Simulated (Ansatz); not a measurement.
# Stretching the linear Ba chain

Aim: how do moment and conductance of the linear Ba chain follow its length?

Main program and level: Ansatz 0.2.0; DFT PBE, plane waves, PAW; relaxation of a chain's period, in the first sound run; inputs show where later runs differ.

## Step 1: The structure

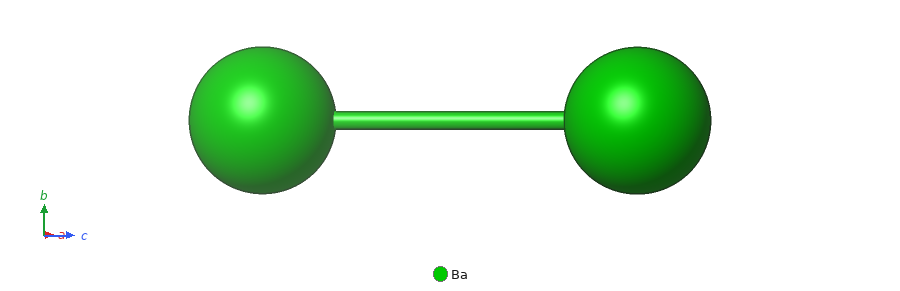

Start, viewed from the side, with the c axis across the page; barium green. Some periodic images of atoms are drawn too.

The cell holds 1 atom: 1 Ba. Cell: a = 12.000 Å, b = 12.000 Å, c = 3.999 Å, α = 90.0°, β = 90.0°, γ = 90.0°. Vacuum lies along a and b. The structure's axis is c.

## Step 2: The relaxed wire

Band widths follow the bond lengths, so the chain is relaxed first. The atoms and the third cell vector are free; the box across stays fixed as vacuum. Moments are seeded so that a magnetic state can form if it lies lower. A Fermi-Dirac smearing is set since the result may be a metal. The pressure printed is a third of the stress's trace over the whole box, vacuum included; only the stress along the axis is relaxed.

File input.yaml:

```yaml
crystal:
  lattice:
    - [12.0, 0.0, 0.0]
    - [0.0, 12.0, 0.0]
    - [0.0, 0.0, 3.999]
  atoms:
    - { symbol: Ba, position: [0.5, 0.5, 0.0], spin: 0.5 }
magnetization:
  spin_polarized: true
kpoints:
  mp_grid: { grid: [1, 1, 21] }
scf:
  occupations: { method: fermi_dirac, width: 0.05 }
hamiltonian:
  xc: pbe
relax:
  cell: { fix: [a, b, alpha, beta, gamma] }
  max_steps: 60
```

Run with:

```
$ ansatz run input.yaml --threads 4 --pin off --max-ram 16384MiB --backend cpu --events-out ev --progress --plain --runs-dir out
```

Numbers of over 12 decimals in the logs are rounded to 6 here.

Log:

```text
Engine: ansatz 0.2.0, x86_64-unknown-linux-gnu
Pseudopotentials: kind: paw
Pseudopotential: Ba, paw, valence charge 10, recommended cutoff 420 eV (normal), Ba.paw.azcp
Functional definition: PBE
  parameter kappa = 0.804
  parameter beta = 0.066725
  exchange = pbe_x(kappa = kappa, mu = beta*pi^2/3)
  correlation = pbe_c(beta = beta)
Crystal: 1 atoms, lattice volume = 575.856 Å³
Basis set: ecut = 420 eV, 11237 PW (Γ), exchange–correlation on 162×162×54 points (8 copies of the dense FFT grid, shifted against one another)
Bands: 10, of which v1, the nominal top of the filled ones, is band 5 counted from 1 (4 counted from 0)
Symmetry: 16 space group operations
Space group: P4/mmm (ITA 123), of the structure as read, at distance tolerance 8.3e-5 Å
Magnetic group: BNS 123.339 (UNI 999), of the structure as read, at distance tolerance 8.3e-5 Å
k-points: 11 of 21
Non-local potential: Ba, projectors of the file, l = 0: 3, l = 1: 2, l = 2: 2, l = 3: 2
PAW form: soft (Blöchl's): semilocal exchange-correlation on the pseudo side does not see the compensation charge
PAW one-centre angular grid: Ba, 194 points (default); XC on 64 Gauss nodes
Initial density: superposition of atomic densities (neutral atoms: chi_scale 0, normalization atom)
Starting moments: Σ|m| = 0.5 μB on 1 of 1 site
Initial wavefunctions: pseudopotential atomic-orbital guess
Functional: x = pbe(κ = 0.804, μ = 0.219515), c = pbe(β = 0.066725)
SCF iter   1: F=—  HF=-5948.264687 eV  |F-HF|=—  |Δ(HF+E_count)|=         —  Δρ=4.07e-3 (↑3.90e-3 ↓4.07e-3)  dr2=1.15e0  dr2_m=2.63e-2  M=0.317 μB ∫|m|=0.317 μB  β_m=0.30  ethr=3.10e-3  ⟨swp⟩=10.3  Hψ=2274  notcnv=0
preconditioner: auto → LDOS  [metal: Δε(μ)=0.051 eV  Ē_g=1.634 eV  σ=0.050 eV  W_gap=0.24  n_scr=20 (ndim 8)  ℏωp=2.2 eV  f_vac=0.648  D(μ)=4.32/eV (n_scr^D=12)]
spin=Collinear: LDOS preconditioning applied to the charge; magnetization (m = ρ↑ − ρ↓) channel mixes plain (no charge-response kernel on spin).
SCF iter   2: F=—  HF=-5948.174930 eV  |F-HF|=—  |Δ(HF+E_count)|=   8.98e-2  Δρ=3.04e-3 (↑3.04e-3 ↓3.02e-3)  dr2=7.32e-1  dr2_m=1.32e-2  M=0.352 μB ∫|m|=0.352 μB  β_m=0.30  ethr=3.10e-3  ⟨swp⟩=1.4  Hψ=406  notcnv=0
SCF iter   3: F=—  HF=-5948.023292 eV  |F-HF|=—  |Δ(HF+E_count)|=   1.52e-1  Δρ=1.52e-3 (↑1.52e-3 ↓1.47e-3)  dr2=2.63e-2  dr2_m=7.05e-3  M=0.426 μB ∫|m|=0.426 μB  β_m=0.30  ethr=3.10e-3  ⟨swp⟩=3.9  Hψ=474  notcnv=0
SCF iter   4: F=—  HF=-5948.036378 eV  |F-HF|=—  |Δ(HF+E_count)|=   1.31e-2  Δρ=1.13e-3 (↑1.13e-3 ↓9.59e-4)  dr2=1.51e-2  dr2_m=3.90e-3  M=0.489 μB ∫|m|=0.489 μB  β_m=1.00  ethr=2.63e-4  ⟨swp⟩=2.5  Hψ=385  notcnv=0
SCF iter   5: F=—  HF=-5948.062543 eV  |F-HF|=—  |Δ(HF+E_count)|=   2.62e-2  Δρ=6.46e-4 (↑6.46e-4 ↓5.56e-4)  dr2=1.51e-3  dr2_m=1.62e-3  M=0.682 μB ∫|m|=0.683 μB  β_m=1.00  ethr=1.51e-4  ⟨swp⟩=3.1  Hψ=439  notcnv=0
SCF iter   6: F=—  HF=-5948.077636 eV  |F-HF|=—  |Δ(HF+E_count)|=   1.51e-2  Δρ=3.33e-4 (↑3.33e-4 ↓3.27e-4)  dr2=4.02e-4  dr2_m=5.00e-4  M=0.785 μB ∫|m|=0.788 μB  β_m=1.00  ethr=1.51e-5  ⟨swp⟩=2.1  Hψ=433  notcnv=0
SCF iter   7: F=—  HF=-5948.082029 eV  |F-HF|=—  |Δ(HF+E_count)|=   4.39e-3  Δρ=1.45e-4 (↑1.45e-4 ↓1.36e-4)  dr2=9.69e-5  dr2_m=8.27e-5  M=0.830 μB ∫|m|=0.834 μB  β_m=1.00  ethr=4.02e-6  ⟨swp⟩=2.7  Hψ=432  notcnv=0
SCF iter   8: F=—  HF=-5948.082870 eV  |F-HF|=—  |Δ(HF+E_count)|=   8.41e-4  Δρ=7.16e-5 (↑3.88e-5 ↓7.16e-5)  dr2=9.64e-5  dr2_m=1.20e-5  M=0.849 μB ∫|m|=0.853 μB  β_m=0.30  ethr=9.69e-7  ⟨swp⟩=2.4  Hψ=377  notcnv=0
Mixer restart at iter 8: flushing history
spin-set hold released at iteration 8 (site moments contracting): the magnetisation degrees of freedom join the quasi-Newton model from the next iteration; the mixer history was flushed
SCF iter   9: F=—  HF=-5948.082961 eV  |F-HF|=—  |Δ(HF+E_count)|=   9.12e-5  Δρ=5.92e-5 (↑3.26e-5 ↓5.92e-5)  dr2=5.85e-5  dr2_m=8.69e-6  M=0.852 μB ∫|m|=0.855 μB  β_m=0.65  ethr=9.64e-7  ⟨swp⟩=1.3  Hψ=227  notcnv=0
SCF iter  10: F=—  HF=-5948.083095 eV  |F-HF|=—  |Δ(HF+E_count)|=   1.34e-4  Δρ=1.51e-5 (↑1.34e-5 ↓1.51e-5)  dr2=6.63e-7  dr2_m=9.86e-7  M=0.862 μB ∫|m|=0.866 μB  β_m=0.82  ethr=5.85e-7  ⟨swp⟩=3.0  Hψ=329  notcnv=0
SCF iter  11: F=—  HF=-5948.083106 eV  |F-HF|=—  |Δ(HF+E_count)|=   1.12e-5  Δρ=4.56e-6 (↑4.56e-6 ↓4.26e-6)  dr2=5.11e-8  dr2_m=9.44e-8  M=0.865 μB ∫|m|=0.869 μB  β_m=0.91  ethr=1.00e-9  ⟨swp⟩=3.1  Hψ=873  notcnv=0
SCF iter  12: F=—  HF=-5948.083107 eV  |F-HF|=—  |Δ(HF+E_count)|=   1.00e-6  Δρ=1.73e-6 (↑1.73e-6 ↓1.37e-6)  dr2=3.29e-8  dr2_m=1.00e-8  M=0.866 μB ∫|m|=0.869 μB  β_m=0.96  ethr=5.11e-10  ⟨swp⟩=4.8  Hψ=657  notcnv=0
SCF iter  13: F=—  HF=-5948.083107 eV  |F-HF|=—  |Δ(HF+E_count)|=   1.16e-7  Δρ=4.31e-7 (↑3.89e-7 ↓4.31e-7)  dr2=2.01e-9  dr2_m=6.12e-10  M=0.866 μB ∫|m|=0.870 μB  β_m=0.91  ethr=3.29e-10  ⟨swp⟩=4.0  Hψ=585  notcnv=0
SCF iter  14: F=-5948.083107 eV  HF=-5948.083107 eV  |F-HF|=5.40e-10  |Δ(HF+E_count)|=   6.50e-9  Δρ=1.42e-7 (↑8.66e-8 ↓1.42e-7)  dr2=1.61e-10  dr2_m=5.66e-11  M=0.866 μB ∫|m|=0.870 μB  ethr=2.01e-11  ⟨swp⟩=3.3  Hψ=541  notcnv=0
SCF 1 converged in 14 iterations: F = -5948.083107 eV  dr2 = 1.61e-10
  greatest PAW one-centre occupation: 0.959 electrons in one spin orbital (limit 2), on the Ba atom at site 0 (counted from 0), in its partial waves of l = 0
relax step   1: F+E_penalty+E_count = -5948.08310683 eV  Δ(F+E_penalty+E_count) = +0.000e0 eV  max|allowed force component| = 0.000e0 eV/Å  Δτ_max = 0.0000 Å  P = +0.019 GPa  Ω = 575.856 Å³  fix = [a, b, alpha, beta, gamma]  reactions: a -0.009, b -0.009 GPa  (14 SCF iters, dr2 threshold 1.00e-7 eV, accepted)
Crystal: 1 atoms, lattice volume = 577.079 Å³
Initial density: handed on by an earlier stage of this run
Starting moments: Σ|m| = 0.5 μB on 1 of 1 site; this step starts from the density that it was given
Initial wavefunctions: those handed on with the density
iter 1 solved again at ethr=1.74e-7 eV; its pass at ethr=3.10e-3 eV (dr2=1.74e-5 eV) is discarded
SCF iter   1: F=—  HF=-5948.083598 eV  |F-HF|=—  |Δ(HF+E_count)|=         —  Δρ=2.71e-5 (↑2.71e-5 ↓1.31e-5)  dr2=2.45e-5  dr2_m=1.08e-6  M=0.862 μB ∫|m|=0.865 μB  β_m=0.30  ethr=1.74e-7  ⟨swp⟩=3.5  Hψ=2275  notcnv=0
preconditioner: auto → LDOS  [metal: Δε(μ)=0.059 eV  Ē_g=1.603 eV  σ=0.050 eV  W_gap=0.27  n_scr=20 (ndim 8)  ℏωp=2.2 eV  f_vac=0.684  D(μ)=1.98/eV (n_scr^D=8)]
spin=Collinear: LDOS preconditioning applied to the charge; magnetization (m = ρ↑ − ρ↓) channel mixes plain (no charge-response kernel on spin).
[...]
SCF iter   4: F=—  HF=-5948.086776 eV  |F-HF|=—  |Δ(HF+E_count)|=   5.69e-5  Δρ=8.28e-6 (↑5.74e-6 ↓8.28e-6)  dr2=1.74e-6  dr2_m=1.81e-7  M=0.782 μB ∫|m|=0.788 μB  β_m=0.90  ethr=2.86e-7  ⟨swp⟩=2.6  Hψ=357  notcnv=0
SCF iter   5: F=—  HF=-5948.086829 eV  |F-HF|=—  |Δ(HF+E_count)|=   5.29e-5  Δρ=2.90e-6 (↑2.62e-6 ↓2.90e-6)  dr2=1.63e-7  dr2_m=2.80e-8  M=0.782 μB ∫|m|=0.787 μB  β_m=0.95  ethr=1.74e-8  ⟨swp⟩=2.9  Hψ=346  notcnv=0
iter 6 did not close the SCF: its close was put off for a magnetic moment that had not settled (scf_convergence_deferred on its scf_iter line)
SCF iter   6: F=-5948.086830 eV  HF=-5948.086830 eV  |F-HF|=3.22e-8  |Δ(HF+E_count)|=   5.17e-7  Δρ=1.09e-6 (↑7.72e-7 ↓1.09e-6)  dr2=1.05e-8  dr2_m=4.14e-9  M=0.782 μB ∫|m|=0.787 μB  β_m=0.97  ethr=1.19e-10  ⟨swp⟩=3.7  Hψ=872  notcnv=0
iter 7 did not close the SCF: its close was put off for a magnetic moment that had not settled (scf_convergence_deferred on its scf_iter line)
SCF iter   7: F=-5948.086830 eV  HF=-5948.086830 eV  |F-HF|=4.08e-9  |Δ(HF+E_count)|=   6.40e-8  Δρ=4.02e-7 (↑4.02e-7 ↓3.03e-7)  dr2=7.92e-10  dr2_m=5.90e-10  M=0.782 μB ∫|m|=0.787 μB  β_m=0.99  ethr=1.05e-10  ⟨swp⟩=2.6  Hψ=823  notcnv=0
iter 8 did not close the SCF: its close was put off for a magnetic moment that had not settled (scf_convergence_deferred on its scf_iter line)
SCF iter   8: F=-5948.086830 eV  HF=-5948.086830 eV  |F-HF|=5.80e-10  |Δ(HF+E_count)|=   8.22e-9  Δρ=1.75e-7 (↑1.26e-7 ↓1.75e-7)  dr2=2.09e-10  dr2_m=1.10e-10  M=0.782 μB ∫|m|=0.787 μB  β_m=0.99  ethr=7.92e-12  ⟨swp⟩=2.0  Hψ=763  notcnv=0
SCF iter   9: F=-5948.086830 eV  HF=-5948.086830 eV  |F-HF|=2.46e-11  |Δ(HF+E_count)|=   1.63e-9  Δρ=4.41e-8 (↑3.73e-8 ↓4.41e-8)  dr2=8.01e-12  dr2_m=8.28e-12  M=0.782 μB ∫|m|=0.787 μB  ethr=2.09e-12  ⟨swp⟩=1.4  Hψ=697  notcnv=0
SCF 3 converged in 9 iterations: F = -5948.086830 eV  dr2 = 8.01e-12
relax step   3: F+E_penalty+E_count = -5948.08682964 eV  Δ(F+E_penalty+E_count) = -3.175e-3 eV  max|allowed force component| = 0.000e0 eV/Å  Δτ_max = 0.0000 Å  P = -0.008 GPa  Ω = 592.272 Å³  energy of the carried Pulay correction = -1.042e-5 eV  fix = [a, b, alpha, beta, gamma]  reactions: a -0.009, b -0.009 GPa  (9 SCF iters, dr2 threshold 1.19e-8 eV, accepted)
Basis set: ecut = 420 eV, 11557 PW (Γ), exchange–correlation on 162×162×60 points (8 copies of the dense FFT grid, shifted against one another)
Initial wavefunctions: pseudopotential atomic-orbital guess (no wavefunctions were taken with the density)
iter 1 solved again at ethr=1.16e-5 eV; its pass at ethr=3.10e-3 eV (dr2=1.16e-3 eV) is discarded
SCF iter   1: F=—  HF=-5948.086779 eV  |F-HF|=—  |Δ(HF+E_count)|=         —  Δρ=2.03e-6 (↑1.36e-6 ↓2.03e-6)  dr2=3.19e-8  dr2_m=4.06e-9  M=0.782 μB ∫|m|=0.787 μB  β_m=0.30  ethr=1.16e-5  ⟨swp⟩=2.4  Hψ=2788  notcnv=0
eigensolver tolerance schedule: the retry pair's looser diagonalisation over-reported the residual by 36327.53 of it (diagonalisation noise at an unbounded share of the residual, at the tolerance the schedule requests for it); recorded, not acted on — ethr = c·dr2/N_el stays at c = 1.0e-1
preconditioner: auto → Resta (q_TF=auto, 1.382 Å⁻¹)  ε∞=3.0  [insulator: Δε(μ)=0.147 eV  Ē_g=1.538 eV  σ=0.050 eV  W_gap=0.50  n_scr=20 (ndim 8)  ℏωp=2.2 eV  f_vac=0.682  D(μ)=1.87/eV (n_scr^D=8)  ε∞_Penn≈3.0  vacuum switching on, ρ_ref=1.7e-4 e/Å³]
spin=Collinear: Resta preconditioning applied to the charge; magnetization (m = ρ↑ − ρ↓) channel mixes plain (no charge-response kernel on spin).
SCF iter   2: F=—  HF=-5948.086839 eV  |F-HF|=—  |Δ(HF+E_count)|=   5.99e-5  Δρ=7.81e-7 (↑7.69e-7 ↓7.81e-7)  dr2=4.40e-9  dr2_m=3.28e-10  M=0.782 μB ∫|m|=0.788 μB  β_m=0.27  ethr=3.19e-10  ⟨swp⟩=4.0  Hψ=529  notcnv=0
SCF iter   3: F=—  HF=-5948.086840 eV  |F-HF|=—  |Δ(HF+E_count)|=   1.38e-6  Δρ=6.16e-7 (↑6.14e-7 ↓6.16e-7)  dr2=2.41e-9  dr2_m=2.11e-10  M=0.782 μB ∫|m|=0.788 μB  β_m=0.63  ethr=4.40e-11  ⟨swp⟩=2.5  Hψ=275  notcnv=0
SCF iter   4: F=—  HF=-5948.086841 eV  |F-HF|=—  |Δ(HF+E_count)|=   1.30e-6  Δρ=7.32e-8 (↑6.09e-8 ↓7.32e-8)  dr2=1.31e-10  dr2_m=1.76e-12  M=0.782 μB ∫|m|=0.788 μB  β_m=0.82  ethr=2.41e-11  ⟨swp⟩=3.0  Hψ=379  notcnv=0
SCF iter   5: F=—  HF=-5948.086841 eV  |F-HF|=—  |Δ(HF+E_count)|=   1.39e-8  Δρ=4.68e-8 (↑2.77e-8 ↓4.68e-8)  dr2=2.60e-11  dr2_m=2.57e-12  M=0.782 μB ∫|m|=0.788 μB  β_m=0.78  ethr=1.31e-12  ⟨swp⟩=4.1  Hψ=375  notcnv=0
SCF iter   6: F=—  HF=-5948.086841 eV  |F-HF|=—  |Δ(HF+E_count)|=  8.21e-10  Δρ=3.86e-8 (↑1.91e-8 ↓3.86e-8)  dr2=1.52e-11  dr2_m=1.80e-12  M=0.782 μB ∫|m|=0.788 μB  β_m=0.89  ethr=1.00e-12  ⟨swp⟩=5.9  Hψ=775  notcnv=0
SCF iter   7: F=-5948.086841 eV  HF=-5948.086841 eV  |F-HF|=3.09e-11  |Δ(HF+E_count)|=  4.25e-10  Δρ=2.41e-8 (↑1.16e-8 ↓2.41e-8)  dr2=5.52e-12  dr2_m=8.00e-13  M=0.782 μB ∫|m|=0.788 μB  ethr=1.00e-12  ⟨swp⟩=5.7  Hψ=744  notcnv=0
SCF 4 converged in 7 iterations: F = -5948.086841 eV  dr2 = 5.52e-12
relax step   4: F+E_penalty+E_count = -5948.08684139 eV  Δ(F+E_penalty+E_count) = -1.175e-5 eV  max|allowed force component| = 0.000e0 eV/Å  Δτ_max = 0.0000 Å  P = -0.008 GPa  Ω = 592.272 Å³  fix = [a, b, alpha, beta, gamma]  reactions: a -0.009, b -0.009 GPa  stress off target by 5.18e-3 GPa on what of the cell is left free  SCF on the basis re-selected at this cell (its energy is not comparable with the rows above)  (7 SCF iters)
basis re-selected at this cell: Δ(F+E_penalty+E_count) = -1.175e-5 eV, ΔP = +0.000 GPa vs the last step (what re-selecting the basis moved, of the pressure what is left beyond the Pulay correction that the steps carried, after the strain that the cell walked since its last selection, with what the two solves' SCF thresholds leave and, on support functions, any second-order correction that the steps lacked; it is no measure of the basis error at this ecutwfc). The dense FFT grid was sized anew with the basis: this SCF ran on 81×81×30 points, the steps before it on 81×81×27, so part of this shift can come from that change (see relax.cell in the input reference). [rest of the remark cut]
SCF converged after 7 iterations
Magnetization: 0.7822 μB (5.3911 up, 4.6089 down)
Absolute magnetization: 0.7891 μB (∫|ρ↑−ρ↓|, with the PAW one-centre terms)
Spin contamination: 0.0057 ħ² per cell (⟨S²⟩ above its minimum at these occupations)
Per-site moments (μB) at R_I (Å): [(0.345628, 1.696612)]
Free energy (F): -5948.086841 eV
Harris-Foulkes:  -5948.086841 eV  (|F-HF|=3.09e-11)
Internal energy: -5948.070488 eV  (E = F + TS)
E sigma→0 (E₀):  -5948.078665 eV
Entropy (-TS):   -0.016354 eV (-16.354 meV/atom)
Fermi energy:    -1.300906 eV
--- Per-component energies (eV) ---
  E_band       = -165.283108
  E_kinetic    = 165.377979
  E_local      = -1089.937001  (includes V_loc(G=0)·N_el)
  E_nonlocal   = 57.166255
  E_hartree    = 434.745107
  E_xc         = -165.058938
  E_vxc        = -131.615478  (∫ρ·V_xc dr)
  E_paw        = -5225.829391  (= ΣΔE_a)
  E_vpaw       = -35.765105  (= ΣTr[D̂ρ^β])
  E_aug_tail   = -0.000002  (compensation charges beyond the density's cutoff)
  E_ewald      = -124.534497
  E_smearing   = -0.016354  (= −TS)
  E_closure    = 0.000000  (closes the sum)
  Σ components = -5948.086841   (vs F -5948.086841, Δ=0.00e0)
--- Forces (eV/Å), atoms counted from 1 ---
  atom   1  Ba     0.00000000    -0.00000000     0.00000000
  max |Σ_I F_I| component: 2.52e-29 eV/Å
--- Stress (GPa, compression-positive) ---
       -0.008698       0.000000       0.000000
        0.000000      -0.008698       0.000000
        0.000000       0.000000      -0.005175
  P = ⅓ Tr σ = -0.0075 GPa (-0.075 kbar)
--- Relaxed structure (3 steps of the walk, 3 accepted, 1 SCFs on fresh bases) ---
  F+E_penalty+E_count = -5948.08684139 eV   max|allowed force component| = 0.000e0 eV/Å   (the final SCF, on the basis selected at the relaxed cell)
  cell:  # Å, volume = 592.2720 Å³
    - [12.0, 0.0, 0.0]
    - [0.0, 12.0, 0.0]
    - [0.0, 0.0, 4.113000]
  atoms:
    - { symbol: Ba, position: [0.5, 0.5, 0.0] }
```

Elapsed: 8.8 s, on 4 threads of Intel Xeon Platinum 8488C (Sapphire Rapids), shared host; peak memory 0.8 GiB; 33 s of CPU time.

Relaxation path:

| step | energy less that of the first step (eV) | largest force component (eV/Å) | pressure (GPa) | volume (Å³) |
| --- | --- | --- | --- | --- |
| 1 | 0.0000 | 0.0000 | 0.02 | 575.86 |
| 2 | -0.0005 | 0.0000 | 0.02 | 577.08 |
| 3 | -0.0037 | 0.0000 | -0.01 | 592.27 |
| 4* | -0.0037 | 0.0000 | -0.01 | 592.27 |

Relaxation steps marked * repeat the geometry before them on a plane-wave basis chosen anew for their cell, so energy and pressure can jump there.

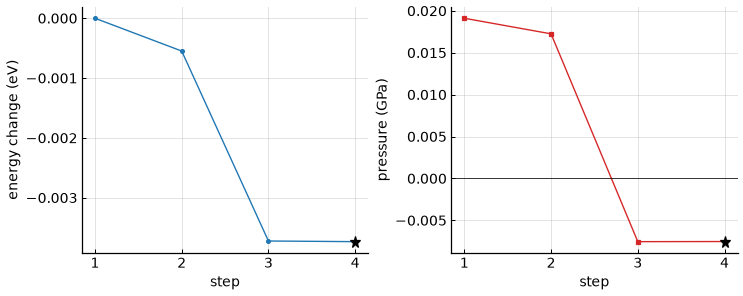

Energy and pressure along the relaxation. Stars mark steps on a basis chosen anew.

| cell as run | before | after | change |
| --- | --- | --- | --- |
| c (Å) | 3.999 | 4.113 | +2.9 % |

The relaxed structure:

```xyz
1
Lattice="12.0000 0.0000 0.0000 0.0000 12.0000 0.0000 0.0000 0.0000 4.1130" Properties=species:S:1:pos:R:3
Ba    6.0000    6.0000    0.0000
```

This step gave:

```yaml
energy_at_zero_smearing: -5948.0787 eV
total_moment: 0.7822 μB
absolute_moment: 0.7891 μB
cell_length_along_the_wire: 4.113 Å
```

Site moment by atom:

| atom | site moment (μB) |
| --- | --- |
| Ba1 | 0.346 |

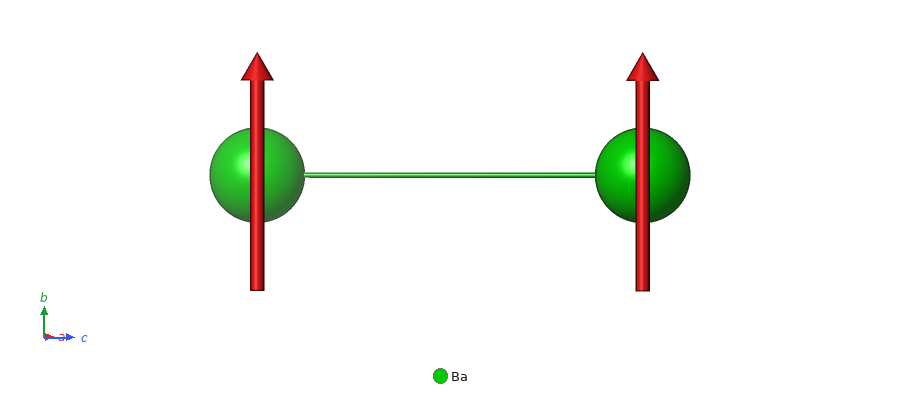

Site moment as arrows, the longest 0.346 μB. Up and down stand for the sign. Arrows give size and sign along the axis of quantisation, drawn up and down the page. Some periodic images of atoms are drawn too.

The cell's length comes to 4.113 Å with an absolute moment of 0.79 μB a cell.

(Part 1 of 3 ends here.)

[Logs are printed without paths, hosts, clocks, repeated set-up lines and the standing remarks that a program may print on its own settings, such as how far it seeks lower states.]

[Hosts, paths, dates, database ids (printed as entryN), source tags and the programs' standing remarks are cut or masked in the printed files.]
